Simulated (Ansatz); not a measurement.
Partial pair distribution functions of a relaxed model of amorphous Si16Al8O44, broadened by 0.06 Å; density 2.73 g/cm³. These are PBE, scalar-relativistic without spin-orbit coupling (plane waves to 420 eV, PAW; Ansatz, an electronic-structure program) values and carry that method's errors.

It comes from a melt-quench run on a machine-learned potential (CHGNet), relaxed afterwards by DFT. O atoms were pushed apart under 1.9 Å during the dynamics, to hinder bonds among them. The hot cell started wider than the set density and was brought back towards it in steps. It is the lowest in DFT energy of 2 quenches. It is a model cell: composition and starting density were chosen by hand, and all elements were melted together. No dispersion term was used. Its density started from a set value of 2.73 and ended at 2.73 g/cm³. The quench (nominally 140 K/ps over its main leg) was far faster than any real one, so the model tends to hold more defects than a real film. Values belong to this one cell and scatter from quench to quench. The volume was held where the preparation left it, at a PBE pressure of 5.4 GPa. Stress components on the final sampling reach 6.9 GPa.

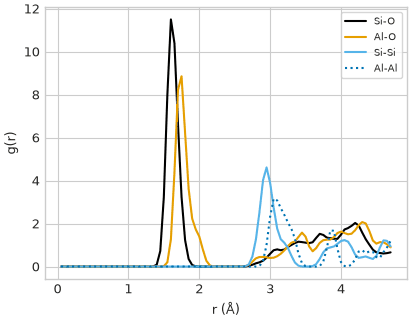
Fig. 1. Partial pair distribution functions

Highest peaks under 4.5 Å: Si-O near 1.60 Å, Al-O near 1.75 Å, Si-Si near 2.95 Å, Al-Al near 3.05 Å; pairs of few atoms are noisy.

Within 1.96 Å each Si has 4.00 O neighbours on average.
